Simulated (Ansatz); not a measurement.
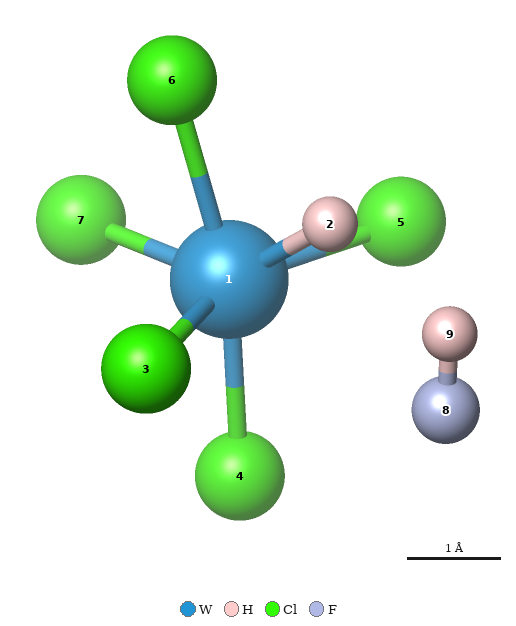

Figure 1. The structure as given in the input (ball-and-stick view, seen at a tilt; atoms are numbered from 1 in the order of the input). Sticks mark near contacts. Bond lengths as drawn: Cl–W 2.29 to 2.40 Å, F–H 0.93 Å and H–W 1.71 Å.

**Geometry relaxation, with input and output: WH₂Cl₅F**

The run: geometry relaxation of WH₂Cl₅F. Method and program: RKS PBE/def2-SVP (Ansatz 0.2.0).

It belongs to a series of runs on one base structure; here: end point A relaxed. Figures and captions count atoms from 1; the log counts them from 0 in places.

## The program's output
```
The last accepted step is kept in [file] (removed where the run ends without a failure and the disk answers)
Engine: ansatz 0.2.0, aarch64-unknown-linux-gnu
Functional definition: PBE
  parameter kappa = 0.804
  parameter beta = 0.06672455060314922
  exchange = pbe_x(kappa = kappa, mu = beta*pi^2/3)
  correlation = pbe_c(beta = beta)
1546 factors; their error is unknown
mean field evaluation 1: about -67141.1814 eV, gradient 4.2e1 eV
mean field evaluation 2: about -66880.5328 eV, gradient 2.9e2 eV
mean field evaluation 4: about -67142.2913 eV, gradient 3.3e1 eV
mean field evaluation 8: about -67144.9156 eV, gradient 3.3e-1 eV
mean field evaluation 16: about -67144.8162 eV, gradient 4.0e-3 eV
mean field -67144.81615007 eV, -2467.5264811239 hartree, gradient 2.9e-5 eV, S^2 0.000000; 0 other end points of the search recorded, 0 dependent functions left out
the calculation of the forces begins
reference -67144.81622184 eV, -2467.5264837617 hartree; 55, 55 occupied and 91, 91 virtual orbitals, 1546 factors
relax step   1: F+E_penalty+E_count = -67144.81615007 eV  Δ(F+E_penalty+E_count) = +0.000e0 eV  max|allowed force component| = 3.469e-1 eV/Å  Δτ_max = 0.0000 Å  (35 SCF iters, accepted)
these checks for a lower state are left out or cut short: starts, cluster_reference, orbital_swaps, neighbouring_geometries, increment
1546 factors; their error is unknown
mean field -67144.73811707 eV, -2467.5236134643 hartree, gradient 2.6e-5 eV, S^2 0.000000; 0 other end points of the search recorded, 0 dependent functions left out
the calculation of the forces begins
reference -67144.73818888 eV, -2467.5236161032 hartree; 55, 55 occupied and 91, 91 virtual orbitals, 1546 factors
relax step   2: F+E_penalty+E_count = -67144.73811707 eV  Δ(F+E_penalty+E_count) = +7.803e-2 eV  max|allowed force component| = 1.913e0 eV/Å  Δτ_max = 0.1921 Å  (39 SCF iters, rejected (line search))
these checks for a lower state are left out or cut short: starts, cluster_reference, orbital_swaps, neighbouring_geometries, increment
1546 factors; their error is unknown
mean field evaluation 32: about -67144.8081 eV, gradient 1.8e1 eV
mean field -67144.82721855 eV, -2467.5268878833 hartree, gradient 1.6e-5 eV, S^2 0.000000; 0 other end points of the search recorded, 0 dependent functions left out
the calculation of the forces begins
reference -67144.82729039 eV, -2467.5268905233 hartree; 55, 55 occupied and 91, 91 virtual orbitals, 1546 factors
relax step   3: F+E_penalty+E_count = -67144.82721855 eV  Δ(F+E_penalty+E_count) = -1.107e-2 eV  max|allowed force component| = 5.047e-1 eV/Å  Δτ_max = 0.0937 Å  (35 SCF iters, accepted)
these checks for a lower state are left out or cut short: starts, cluster_reference, orbital_swaps, neighbouring_geometries, increment
1546 factors; their error is unknown
mean field -67144.83386461 eV, -2467.5271321215 hartree, gradient 1.1e-5 eV, S^2 0.000000; 0 other end points of the search recorded, 0 dependent functions left out
the calculation of the forces begins
reference -67144.83393657 eV, -2467.5271347657 hartree; 55, 55 occupied and 91, 91 virtual orbitals, 1546 factors
relax step   4: F+E_penalty+E_count = -67144.83386461 eV  Δ(F+E_penalty+E_count) = -6.646e-3 eV  max|allowed force component| = 5.569e-1 eV/Å  Δτ_max = 0.0972 Å  (34 SCF iters, accepted)
these checks for a lower state are left out or cut short: starts, cluster_reference, orbital_swaps, neighbouring_geometries, increment
1546 factors; their error is unknown
mean field -67144.84180495 eV, -2467.5274239236 hartree, gradient 1.9e-5 eV, S^2 0.000000; 0 other end points of the search recorded, 0 dependent functions left out
the calculation of the forces begins
reference -67144.84187696 eV, -2467.5274265699 hartree; 55, 55 occupied and 91, 91 virtual orbitals, 1546 factors
relax step   5: F+E_penalty+E_count = -67144.84180495 eV  Δ(F+E_penalty+E_count) = -7.940e-3 eV  max|allowed force component| = 3.918e-1 eV/Å  Δτ_max = 0.0725 Å  (34 SCF iters, accepted)
these checks for a lower state are left out or cut short: starts, cluster_reference, orbital_swaps, neighbouring_geometries, increment
1546 factors; their error is unknown
mean field -67144.84690449 eV, -2467.5276113282 hartree, gradient 2.5e-5 eV, S^2 0.000000; 0 other end points of the search recorded, 0 dependent functions left out
the calculation of the forces begins
reference -67144.84697665 eV, -2467.5276139800 hartree; 55, 55 occupied and 91, 91 virtual orbitals, 1546 factors
relax step   6: F+E_penalty+E_count = -67144.84690449 eV  Δ(F+E_penalty+E_count) = -5.100e-3 eV  max|allowed force component| = 1.209e-1 eV/Å  Δτ_max = 0.0896 Å  (34 SCF iters, accepted)
these checks for a lower state are left out or cut short: starts, cluster_reference, orbital_swaps, neighbouring_geometries, increment
1546 factors; their error is unknown
mean field evaluation 64: about -67144.8489 eV, gradient 5.2e-4 eV
mean field -67144.84891660 eV, -2467.5276852718 hartree, gradient 2.1e-5 eV, S^2 0.000000; 0 other end points of the search recorded, 0 dependent functions left out
the calculation of the forces begins
reference -67144.84898881 eV, -2467.5276879256 hartree; 55, 55 occupied and 91, 91 virtual orbitals, 1546 factors
relax step   7: F+E_penalty+E_count = -67144.84891660 eV  Δ(F+E_penalty+E_count) = -2.012e-3 eV  max|allowed force component| = 2.862e-2 eV/Å  Δτ_max = 0.0267 Å  (34 SCF iters, accepted)
```

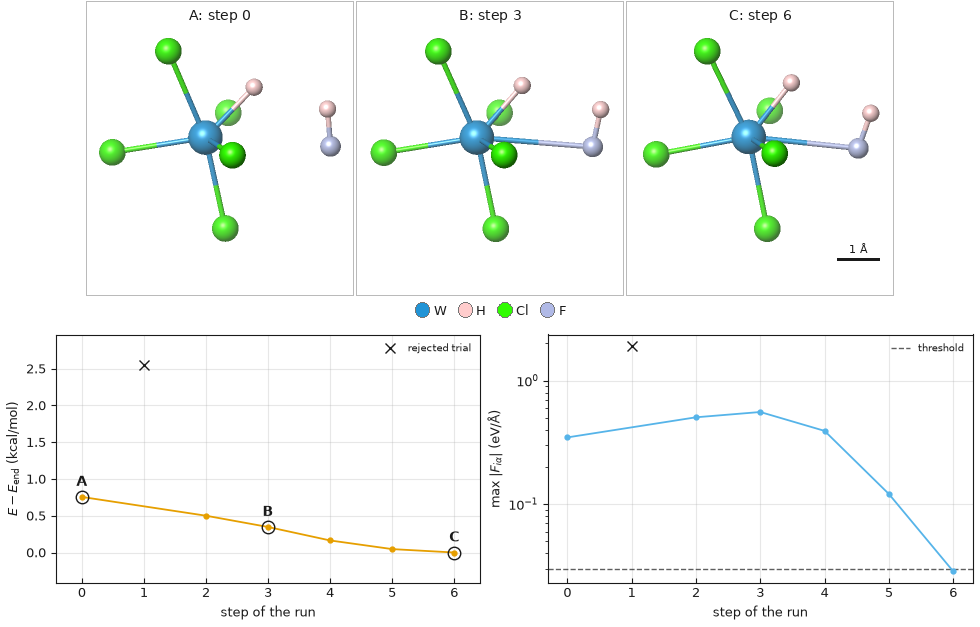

Figure 2. Frames of the relaxation (ball-and-stick view, seen at a tilt) above the curves, on which the letters mark them (the first geometry is step 0 here and step 1 in the log).

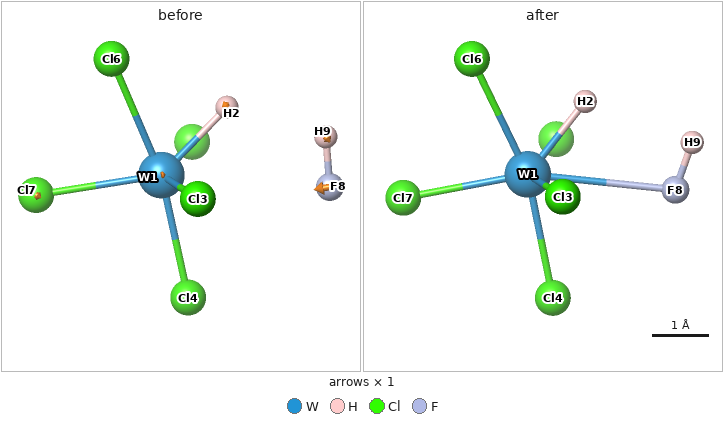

Figure 3. Before (left) and after (right) the relaxation, at one scale (ball-and-stick view, seen at a tilt). The orange arrows give the displacements, at true length. The atom that moves furthest after the best rigid fit is F8 (0.30 Å). Largest moves by element: F 0.30 Å, H 0.13 Å, Cl 0.11 Å, W 0.08 Å. Among the contacts that change: W1–F8 3.047 → 2.678 Å, W1–Cl6 2.401 → 2.427 Å, W1–H2 1.711 → 1.688 Å, W1–Cl4 2.312 → 2.326 Å. Among the angles that change: H2–W1–Cl4 124.2° → 130.9°, H2–W1–Cl7 143.4° → 139.3°, H2–W1–Cl6 66.4° → 63.0°. The energy falls by 0.76 kcal/mol in 6 geometry steps. Largest force component: 0.35 eV/Å at the start, 0.029 eV/Å at the end. The line search rejected the trial step at point 1 (counted from 0) and went back. (Atoms are counted from 1 in the order of the input.)

```
1546 factors; their error is unknown
mean field -67144.84891660 eV, -2467.5276852718 hartree, gradient 2.1e-5 eV, S^2 0.000000; 2 other end points of the search recorded, 0 dependent functions left out
the calculation of the forces begins
reference -67144.84898881 eV, -2467.5276879256 hartree; 55, 55 occupied and 91, 91 virtual orbitals, 1546 factors
Total energy: -67144.84898881 eV, -2467.5276879256 hartree
Atom 0 at     0.100619     0.111440    -0.290742 Å, force     0.011310     0.007991    -0.021742 eV/Å
Atom 1 at     0.325193    -0.555651     1.243084 Å, force     0.012675    -0.011326     0.010645 eV/Å
Atom 2 at     2.400308     0.078414    -0.245628 Å, force    -0.016089     0.024999    -0.005409 eV/Å
Atom 3 at     0.191214     2.318131    -1.020129 Å, force     0.005016    -0.021241     0.017463 eV/Å
Atom 4 at    -1.913280     0.483117     0.742199 Å, force    -0.002553    -0.002196     0.002211 eV/Å
Atom 5 at     0.121011    -2.310672    -0.136362 Å, force    -0.019048     0.003920     0.028624 eV/Å
Atom 6 at    -0.696110    -0.504514    -2.362670 Å, force     0.005066     0.003730    -0.027835 eV/Å
Atom 7 at     0.734644     1.635366     1.818766 Å, force     0.007147    -0.019472     0.015245 eV/Å
Atom 8 at     0.894402     0.992469     2.488383 Å, force    -0.003524     0.013595    -0.019203 eV/Å
Dipole moment:     0.126392     0.179990     0.549463 e Å
```

## Trajectory as extended XYZ (Å, eV, eV/Å), 7 frames, from step=1 to step=7
```
9
Properties=species:S:1:pos:R:3:forces:R:3 step=1 energy=-67144.81615
W     0.0950    0.0810   -0.3667    0.0498  -0.0384   0.2912
H     0.3479   -0.4311    1.2461   -0.0473   0.0190  -0.2627
Cl    2.3905    0.0875   -0.3107   -0.0272   0.0310   0.0088
Cl    0.1966    2.2842   -1.0598    0.0025  -0.0103  -0.0133
Cl   -1.9019    0.5017    0.6833    0.0246   0.0029  -0.0114
Cl    0.1519   -2.3061   -0.1154   -0.0127  -0.0063   0.0033
Cl   -0.7655   -0.5785   -2.4108    0.0087   0.0097   0.0181
F     0.8222    1.7285    2.0910   -0.0127   0.3392  -0.2195
H     0.8213    0.8808    2.4798    0.0143  -0.3469   0.1856
9
Properties=species:S:1:pos:R:3:forces:R:3 step=2 energy=-67144.73812 accepted=F
W     0.0971    0.0869   -0.3530   -0.0306   0.1505   0.1492
H     0.3321   -0.4795    1.2148   -0.0199  -0.0779   0.0108
Cl    2.3905    0.1145   -0.2879    0.0643  -0.0831   0.0000
Cl    0.2034    2.2873   -1.0541   -0.0319   0.1338  -0.0744
Cl   -1.8995    0.5123    0.6914   -0.0260  -0.0251   0.0094
Cl    0.1396   -2.3040   -0.1179    0.0107  -0.1270  -0.0459
Cl   -0.7575   -0.5606   -2.4018    0.0319  -0.0164   0.0206
F     0.7571    1.6530    1.9268    0.3798  -1.8679   1.8349
H     0.8952    0.9381    2.6186   -0.3783   1.9132  -1.9048
9
Properties=species:S:1:pos:R:3:forces:R:3 step=3 energy=-67144.82722
W     0.0983    0.0866   -0.3500   -0.0357   0.1148  -0.0267
H     0.3381   -0.4668    1.2224   -0.0012  -0.0448   0.0742
Cl    2.3917    0.1097   -0.2920    0.0311  -0.0478   0.0178
Cl    0.2010    2.2855   -1.0555   -0.0243   0.0812  -0.0414
Cl   -1.8991    0.5096    0.6935    0.0000  -0.0054   0.0236
Cl    0.1447   -2.3039   -0.1109    0.0089  -0.0788  -0.0213
Cl   -0.7586   -0.5671   -2.3966    0.0261  -0.0066   0.0182
F     0.7973    1.6969    2.0064    0.0116  -0.5047   0.2498
H     0.8445    0.8976    2.5197   -0.0166   0.4919  -0.2941
9
Properties=species:S:1:pos:R:3:forces:R:3 step=4 energy=-67144.83386
W     0.1010    0.0990   -0.3364   -0.0336   0.0419   0.0815
H     0.3278   -0.4868    1.2293   -0.0024  -0.0572  -0.0258
Cl    2.3957    0.1041   -0.2732    0.0276  -0.0087  -0.0095
Cl    0.1945    2.2997   -1.0514    0.0086   0.0520  -0.0393
Cl   -1.8956    0.5170    0.7110   -0.0328  -0.0215   0.0027
Cl    0.1490   -2.3000   -0.1171   -0.0082  -0.0827  -0.0060
Cl   -0.7466   -0.5566   -2.3854    0.0342   0.0345   0.0371
F     0.7697    1.6506    1.9256    0.0711  -0.5151   0.4231
H     0.8624    0.9211    2.5345   -0.0645   0.5569  -0.4637
9
Properties=species:S:1:pos:R:3:forces:R:3 step=5 energy=-67144.84181
W     0.1010    0.1027   -0.3166   -0.0480  -0.0120   0.0633
H     0.3194   -0.5586    1.2242    0.0125   0.1139  -0.0186
Cl    2.3980    0.1004   -0.2560   -0.0015  -0.0256  -0.0021
Cl    0.2000    2.3078   -1.0372   -0.0086   0.0085  -0.0058
Cl   -1.9028    0.5077    0.7257    0.0197  -0.0246  -0.0008
Cl    0.1408   -2.3120   -0.1310   -0.0142  -0.0437  -0.0368
Cl   -0.7330   -0.5316   -2.3733    0.0493   0.0254   0.0445
F     0.7569    1.6588    1.8775    0.0470  -0.3918   0.2830
H     0.8777    0.9729    2.5236   -0.0562   0.3499  -0.3267
9
Properties=species:S:1:pos:R:3:forces:R:3 step=6 energy=-67144.84690
W     0.1016    0.1107   -0.2954    0.0026  -0.0015   0.1209
H     0.3270   -0.5541    1.2419   -0.0103  -0.0173  -0.0454
Cl    2.3995    0.0955   -0.2392    0.0299  -0.0290  -0.0248
Cl    0.2022    2.3167   -1.0218   -0.0154   0.0121  -0.0159
Cl   -1.9063    0.4991    0.7430   -0.0209  -0.0264  -0.0097
Cl    0.1312   -2.3126   -0.1305   -0.0148   0.0238  -0.0052
Cl   -0.7116   -0.5073   -2.3579    0.0089  -0.0135  -0.0410
F     0.7237    1.6137    1.8076    0.0212   0.0660   0.0292
H     0.8907    0.9863    2.4893   -0.0012  -0.0142  -0.0081
9
Properties=species:S:1:pos:R:3:forces:R:3 step=7 energy=-67144.84892
W     0.1006    0.1114   -0.2907    0.0113   0.0080  -0.0217
H     0.3252   -0.5557    1.2431    0.0127  -0.0113   0.0106
Cl    2.4003    0.0784   -0.2456   -0.0161   0.0250  -0.0054
Cl    0.1912    2.3181   -1.0201    0.0050  -0.0212   0.0175
Cl   -1.9133    0.4831    0.7422   -0.0026  -0.0022   0.0022
Cl    0.1210   -2.3107   -0.1364   -0.0190   0.0039   0.0286
Cl   -0.6961   -0.5045   -2.3627    0.0051   0.0037  -0.0278
F     0.7346    1.6354    1.8188    0.0071  -0.0195   0.0152
H     0.8944    0.9925    2.4884   -0.0035   0.0136  -0.0192
```

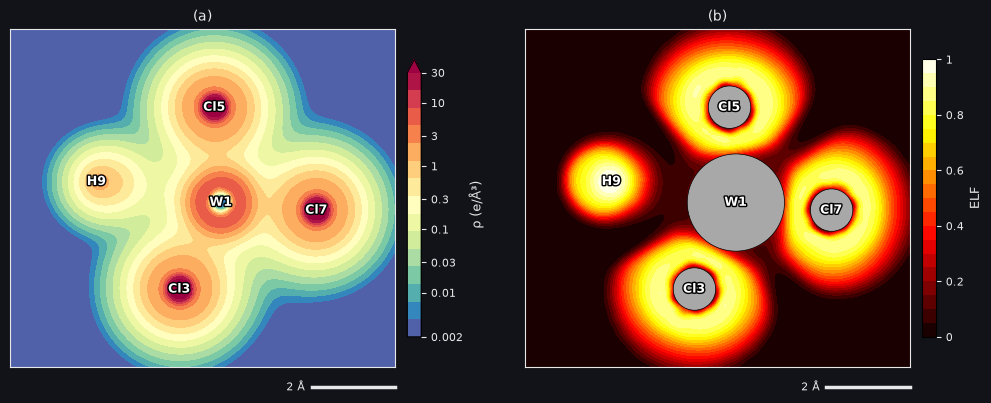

Figure 4. (a) total electron density; (b) electron localisation function on the plane of atoms Cl3, W1 and Cl7. Grey discs, where drawn, cover atomic cores.

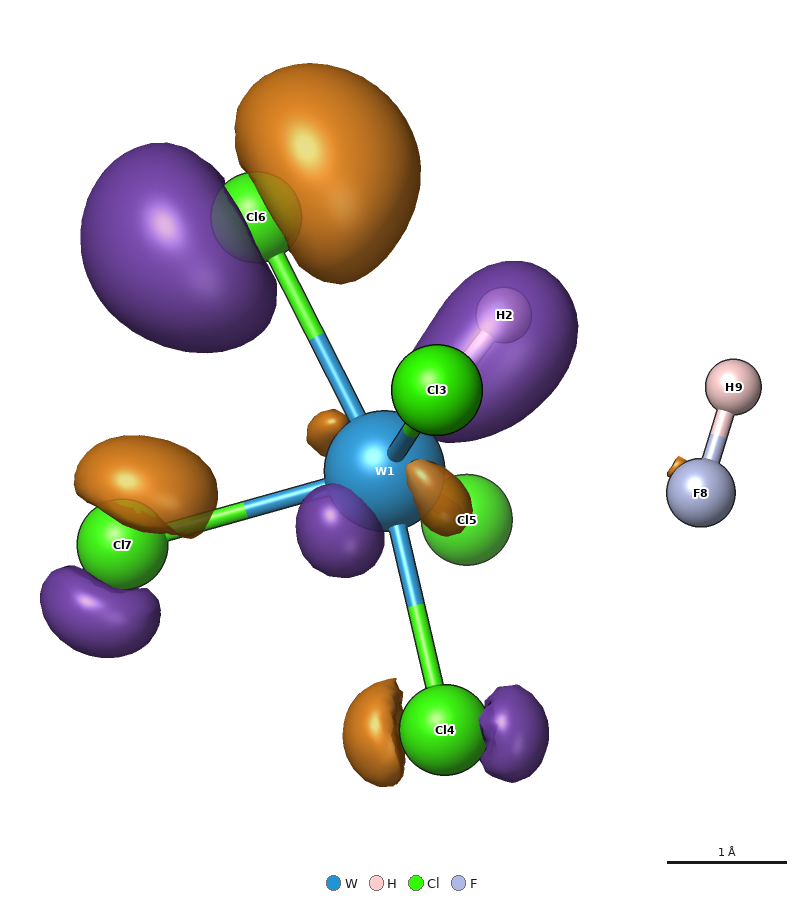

Figure 5. One frontier orbital at ±0.15 Å⁻³ᐟ² (orange and purple are the two phases), seen face on. The HOMO, at −6.58 eV.

This output came from the following input.

## Input
```yaml
crystal:
  periodic: [false, false, false]
  atoms:
    - { symbol: W, position_ang: [0.094979, 0.081045, -0.366654] }
    - { symbol: H, position_ang: [0.347914, -0.431119, 1.24613] }
    - { symbol: Cl, position_ang: [2.390458, 0.087535, -0.310671] }
    - { symbol: Cl, position_ang: [0.196629, 2.2842, -1.059765] }
    - { symbol: Cl, position_ang: [-1.90193, 0.501734, 0.683281] }
    - { symbol: Cl, position_ang: [0.151915, -2.306116, -0.11542] }
    - { symbol: Cl, position_ang: [-0.765509, -0.578459, -2.410843] }
    - { symbol: F, position_ang: [0.822235, 1.728496, 2.091005] }
    - { symbol: H, position_ang: [0.821309, 0.880783, 2.479839] }
basis:
  gaussian: { orbitals: def2-SVP }
hamiltonian:
  xc: pbe
relax:
  f_tol: 0.03
  max_steps: 50
output:
  orbitals: {}
```

Launched with:
```bash
ansatz run input.yaml --threads 4 --pin off --max-ram 5120MiB --backend cpu --events-out ev --progress --plain --runs-dir out
```

## Summary

```json
{"quantity": "outcome", "value": "converged"}
{"quantity": "total energy", "value": "−67144.8490 eV"}
{"quantity": "mean-field energy", "value": "−67144.8490 eV"}
{"quantity": "largest force (length of the vector) at the end", "value": "0.035 eV/Å"}
{"quantity": "hardware", "value": "4 threads of Arm Neoverse V2, 24 GiB of memory available, shared host"}
{"quantity": "wall time", "value": "18 s (CPU time 66 s)"}
{"quantity": "peak memory", "value": "0.25 GiB"}
```
